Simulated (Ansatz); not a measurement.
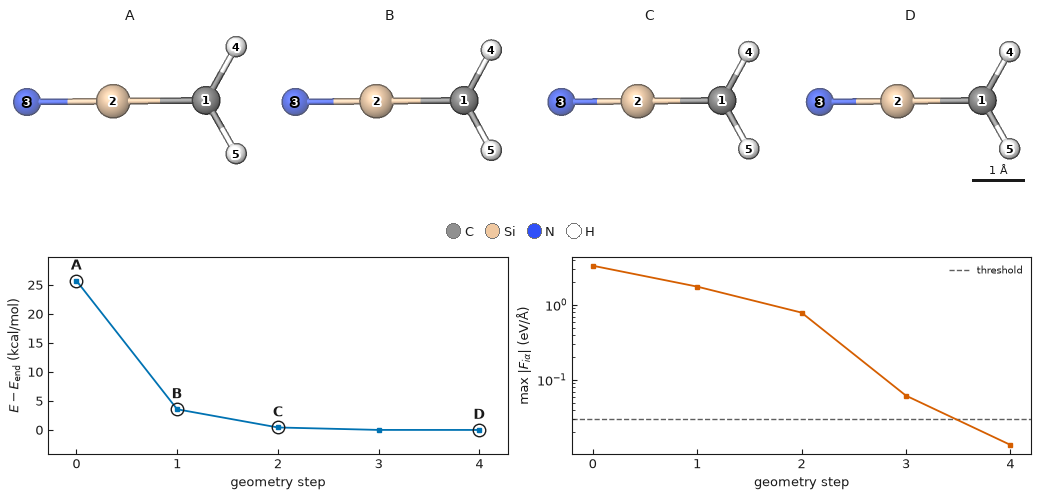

Frames of a relaxation of CH2NSi (multiplicity 2), marked on the history of the run. Style: ball-and-stick. Shown at a tilt.

It is one of the separated reactants of a reaction.

Computed with UKS PBE-D4/def2-SVP in Ansatz. Settings: force threshold 0.03 eV/Å; at most 250 steps.

**What happens along the run?**

The largest move after the best rigid fit is that of N3, 0.27 Å. Largest moves by element: N 0.27 Å, H 0.17 Å, Si 0.09 Å, C 0.08 Å. Some distances before and after: Si2–N3 1.793 → 1.617 Å, C1–Si2 1.933 → 1.764 Å, C1–H4 1.213 → 1.102 Å. Over 4 geometry steps the energy falls by 25.7 kcal/mol. Largest force component: 3.3 eV/Å at the start, 0.014 eV/Å at the end. From step 0 to 1: N3 moves most (0.17 Å), energy −22.2 kcal/mol. From step 1 to 2: N3 moves most (0.12 Å), energy −3.13 kcal/mol. From step 2 to 4: N3 moves most (0.03 Å), energy −0.43 kcal/mol.

```tsv
step	E − E(0), kcal/mol	largest force component, eV/Å
0	0.00	3.3298
1	-22.17	1.7542
2	-25.31	0.7899
3	-25.73	0.0618
4	-25.73	0.0137
```
